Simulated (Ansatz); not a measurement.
## Electronic structure of C2H5FOSe in real space

```xyz
10

C    -1.0563    0.4986    1.1994
O    -0.3075    0.5988   -0.0019
C     0.2913   -0.5653   -0.4088
F     0.5744   -0.4402   -1.7300
Se    1.9999   -0.8756    0.6413
H    -1.5085    1.4914    1.3787
H    -1.8683   -0.2606    1.1122
H    -0.4073    0.2259    2.0621
H    -0.3555   -1.4634   -0.2521
H     2.0076   -2.3350    0.3638
```

All numbers below come from Ansatz, RKS PBE/def2-SVP.

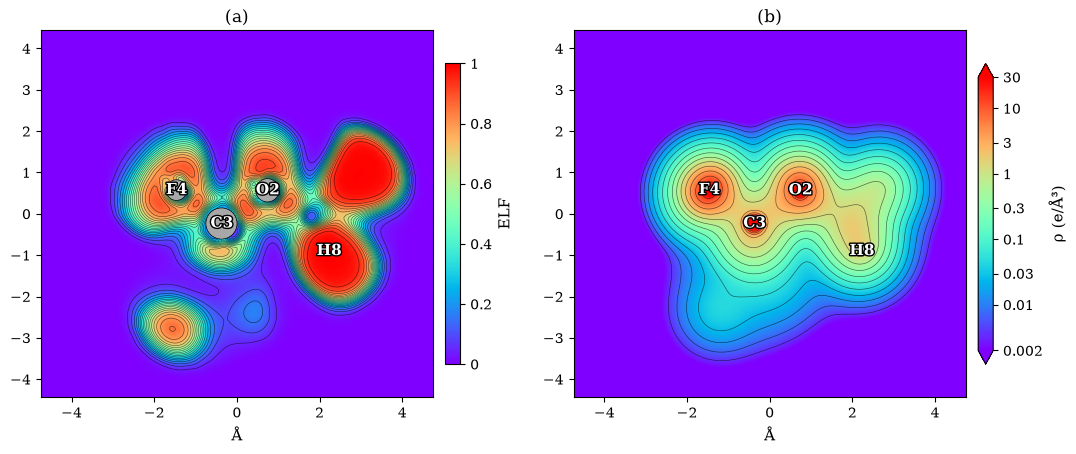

Figure 1. (a) electron localisation function; (b) total electron density on the plane of atoms O2, C3 and F4. Grey discs cover the atomic cores in the ELF map.

### Interpret the plot.

Atoms in the plane: O, C, F and H.
C–F (1.36 Å): the density is about 2.2 e/Å³ at the midpoint, with its minimum of 1.7 e/Å³ about 0.5 Å from C; the ELF peaks at about 0.85 between the atoms, as expected for a shared but strongly polarised pair.
C–O (1.37 Å): ρ at the midpoint is about 2.3 e/Å³, with its minimum of 2 e/Å³ about 0.5 Å from C; the ELF peaks at about 0.90 between the atoms, as expected for a polar covalent bond.
The ELF also peaks beside F4 and O2, away from the bonds: lone-pair regions.

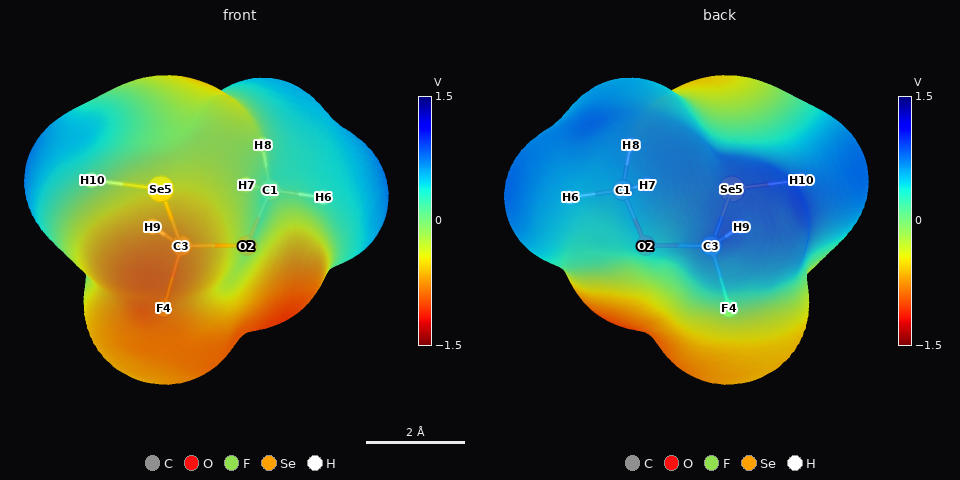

Figure 2. The molecular electrostatic potential painted on the density surface at 0.001 e/bohr³, seen from the front and from behind; red is negative and blue positive.

### Which sites attract a positive test charge, and which a negative one?

A positive charge is drawn to the negative regions and a negative charge to the positive ones. The most negative region (about −1.0 V) lies over O2 and F4, the most positive (about +0.9 V) over H9 and H10.

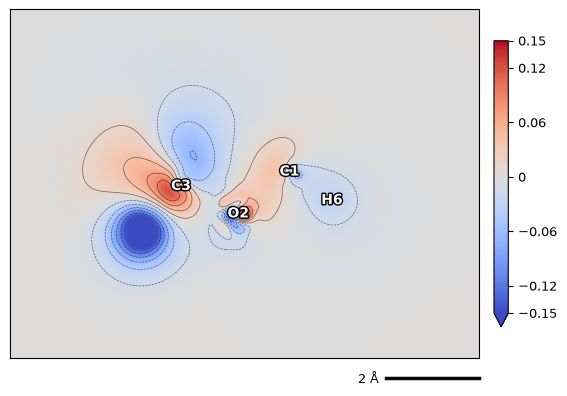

Figure 3. The HOMO−1 on the plane of atoms O2, C1 and H6 (values in Å⁻³ᐟ²; the overall sign is arbitrary).

### Where does this orbital lie, and at what energy?

By Hirshfeld shares it lies mainly on O2 (about 40 %), Se5 (about 25 %) and C3 (about 10 %). Its energy is −6.39 eV.
